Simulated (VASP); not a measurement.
Band structure of TaMoN (space group P4/nmm). Method: LDA (Ceperley-Alder, Perdew-Zunger), VASP's LDA PAW potentials (set 64) (plane waves; VASP).

Unless said otherwise, spin-orbit coupling is left out, though it shifts the bands of the heavy elements here.

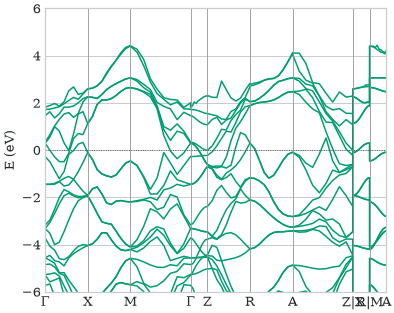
Fig. 1. Bands along high-symmetry lines, zero at the valence-band maximum or, without a gap, the Fermi level

Read the plot: is there a gap, and where are the band edges?

It has no gap at this level: it comes out as a metal or semimetal. (Edges off the drawn lines would not show.)

The structure comes from a computed database's TaMoN entry (P4/nmm); how it stands against other phases isn't given here. It was relaxed first.
